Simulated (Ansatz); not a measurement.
# CH2NSb (SMILES N#[C][SbH2]): what the fields show

Input file:

```
basis:
  gaussian:
    orbitals: def2-TZVPD
crystal:
  periodic: [false, false, false]
  atoms:
    - symbol: C
      position_ang: [-1.631735, -2.923400, -0.587726]
    - symbol: "N"
      position_ang: [-2.321450, -3.838407, -0.717516]
    - symbol: Sb
      position_ang: [-0.428991, -1.224342, -0.157145]
    - symbol: H
      position_ang: [-0.869117, -0.474339, -1.631929]
    - symbol: H
      position_ang: [0.942128, -1.945588, -0.885873]
magnetization:
  spin_polarized: false
  initial_magnetization: 0
hamiltonian:
  xc: pbe0
output: {forces: true, orbitals: {seedname: orbitals}}
```

Run with:

```sh
ansatz run input.yaml --threads 2 --pin off --max-ram 4350MiB --events-out events.jsonl --progress --plain --runs-dir runs
```

Geometry: B3LYP-D4/def2-TZVP; core potentials replace the inner electrons of Sb.

These are results of isolated molecule in a Gaussian basis; Kohn-Sham density functional theory, functional PBE0 (Ansatz 0.2.0), not measurements.

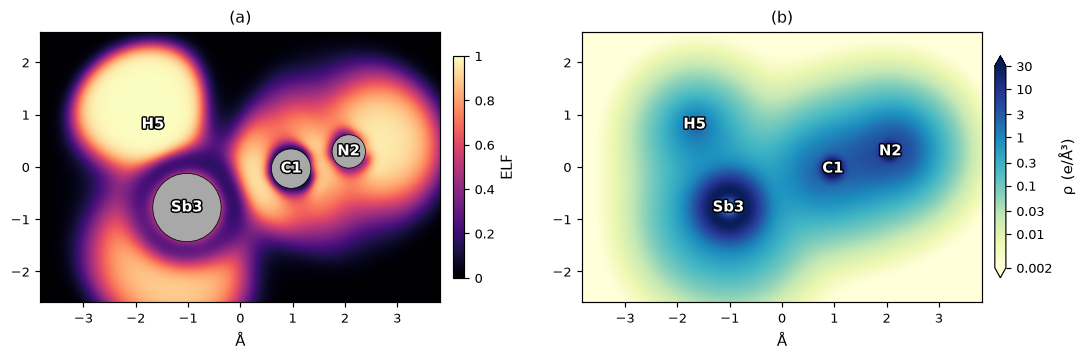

Figure 1. (a) electron localisation function; (b) electron density on the plane of atoms C1, Sb3 and H5. Grey discs cover the atomic cores in the ELF map.

What does the map show?

- Atoms in the plane: C, N, Sb and H.
- C–N (1.15 Å): ρ at the midpoint is about 3.7 e/Å³; the ELF peaks at about 0.85 between the atoms (a short, multiple covalent bond).
- C–Sb (2.13 Å): the density is about 0.71 e/Å³ at the midpoint; the ELF peaks at about 0.95 in the valence shell of C, 0.7 Å from its nucleus, and drops to about 0.15 between the two atoms.
- Sb–H (1.71 Å): the density is about 1.1 e/Å³ at the midpoint; the ELF climbs to about 1 towards the hydrogen.
- The ELF also peaks beside Sb3 and N2, away from the bonds: lone-pair regions.

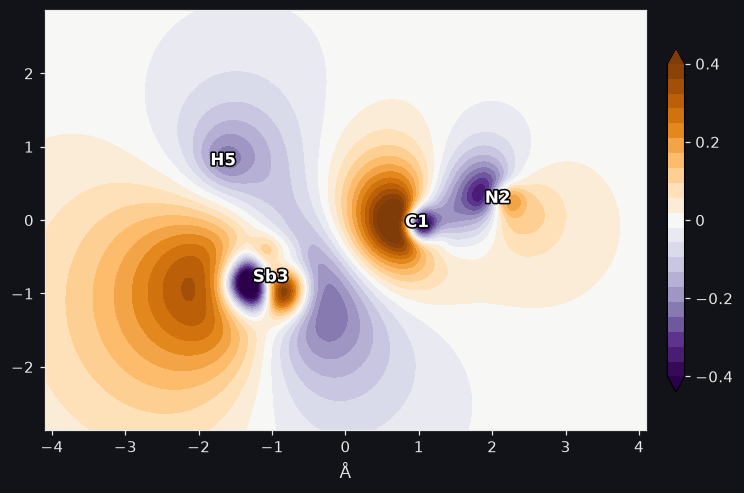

Figure 2. The LUMO on the plane of atoms C1, Sb3 and H5 (values in Å⁻³ᐟ²; the overall sign is arbitrary).

Describe this orbital and give its energy.

Its weight (Hirshfeld) is mainly on Sb3 (about 70 %) and C1 (about 15 %). Its energy is −1.36 eV.

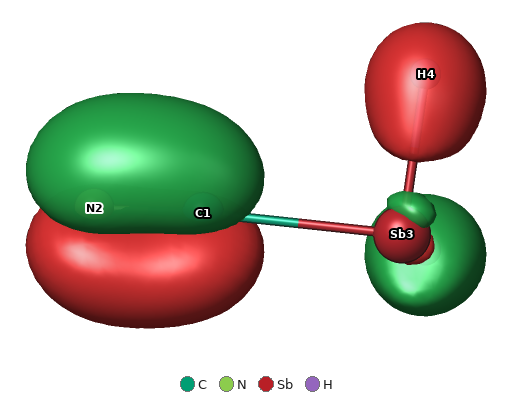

Figure 3. The HOMO−1 at ±0.15 Å⁻³ᐟ² (green and red are the two phases), seen at an oblique angle.

Describe this orbital and give its energy.

Its weight (Hirshfeld) is mainly on N2 (about 40 %), C1 (about 30 %), Sb3 (about 15 %), H4 (about 5 %) and H5 (about 5 %); π-bonding across N2–C1. Its energy is −9.59 eV.
